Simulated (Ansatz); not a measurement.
## Electronic structure of BFH6Si3 in real space

```json
{"atom": "B", "x (Å)": "0.6808", "y (Å)": "1.6734", "z (Å)": "-0.1356"}
{"atom": "Si", "x (Å)": "-0.4796", "y (Å)": "0.5436", "z (Å)": "-1.2691"}
{"atom": "Si", "x (Å)": "0.7352", "y (Å)": "-0.2474", "z (Å)": "0.7524"}
{"atom": "Si", "x (Å)": "-1.3092", "y (Å)": "-1.2239", "z (Å)": "-0.1074"}
{"atom": "F", "x (Å)": "-2.5176", "y (Å)": "-1.0938", "z (Å)": "0.9734"}
{"atom": "H", "x (Å)": "1.6969", "y (Å)": "1.9937", "z (Å)": "-0.7103"}
{"atom": "H", "x (Å)": "0.1533", "y (Å)": "2.4125", "z (Å)": "0.6630"}
{"atom": "H", "x (Å)": "0.3460", "y (Å)": "-0.3738", "z (Å)": "-2.1515"}
{"atom": "H", "x (Å)": "1.9282", "y (Å)": "-1.1231", "z (Å)": "0.6091"}
{"atom": "H", "x (Å)": "0.2354", "y (Å)": "-0.0569", "z (Å)": "2.1437"}
{"atom": "H", "x (Å)": "-1.4041", "y (Å)": "-2.5615", "z (Å)": "-0.7472"}
```

Theory: RKS PBE0-D4/def2-SVP (Ansatz 0.2.0).

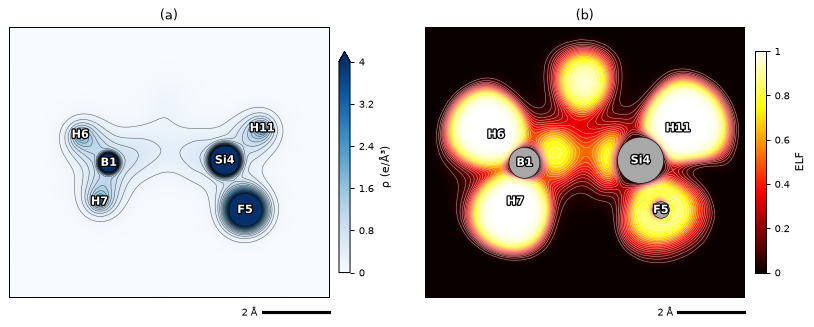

Figure 1. (a) total electron density; (b) ELF on the plane of atoms F5, Si4 and H11. Grey discs cover the atomic cores in the ELF map.

### Read the bonding off the picture.

The section cuts through B, Si, F and H sites. Si–F (1.63 Å): ρ is about 1 e/Å³ halfway; the ELF peaks at about 0.85 in the valence shell of F, 0.6 Å from its nucleus, and is about 0.45 at the midpoint. B–H (1.21 Å): ρ at the midpoint is about 1.1 e/Å³; the ELF climbs to about 1 towards the hydrogen, as it does in any bond to H; an ordinary covalent bond to hydrogen. The ELF also peaks beside F5, away from the bonds: lone-pair regions.

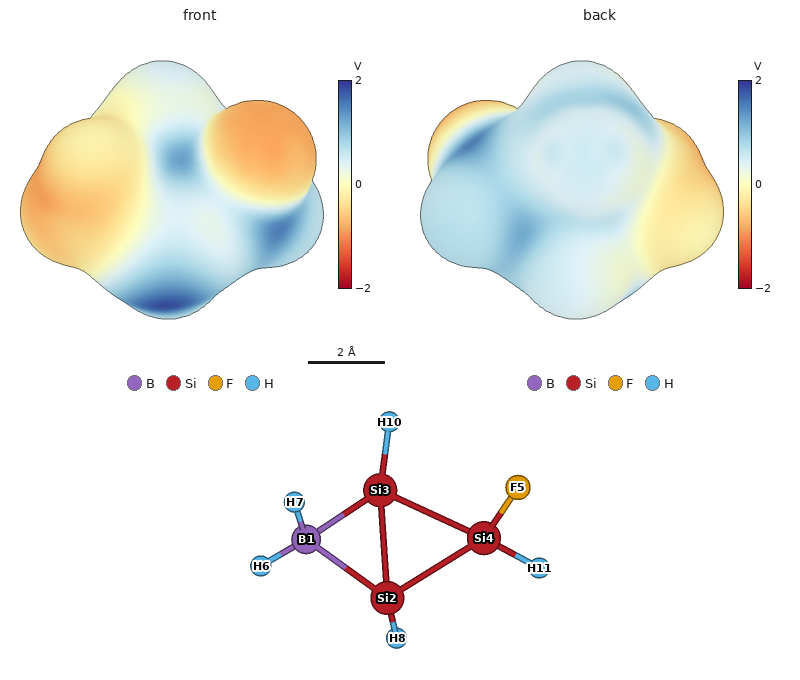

Figure 2. The electrostatic potential painted on the density surface at 0.002 e/bohr³, seen from the front and from behind; red is negative and blue positive. The bare structure is drawn below in the same view.

### Which sites attract a positive test charge, and which a negative one?

A positive charge is drawn to the negative regions and a negative charge to the positive ones. The most negative region (about −0.8 V) lies over F5, the most positive (about +1.8 V) over Si2.

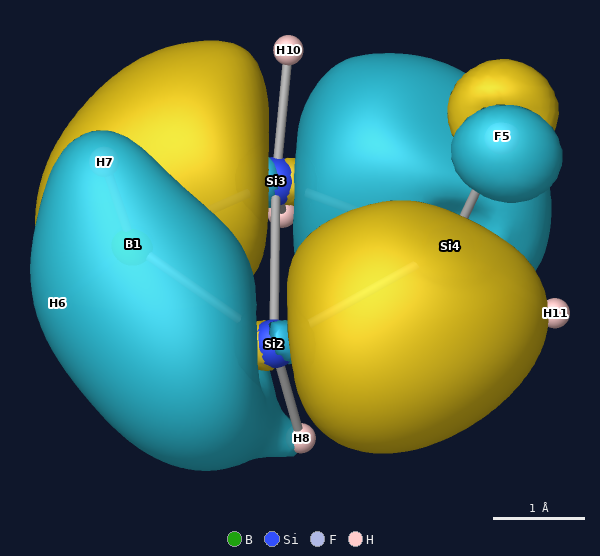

Figure 3. The HOMO at ±0.06 Å⁻³ᐟ² (yellow and cyan are the two phases), seen across its widest extent.

### Describe this orbital and give its energy.

By Hirshfeld shares it lies mainly on Si3 (about 25 %), Si4 (about 25 %), Si2 (about 20 %) and B1 (about 15 %). Its energy is −7.07 eV.
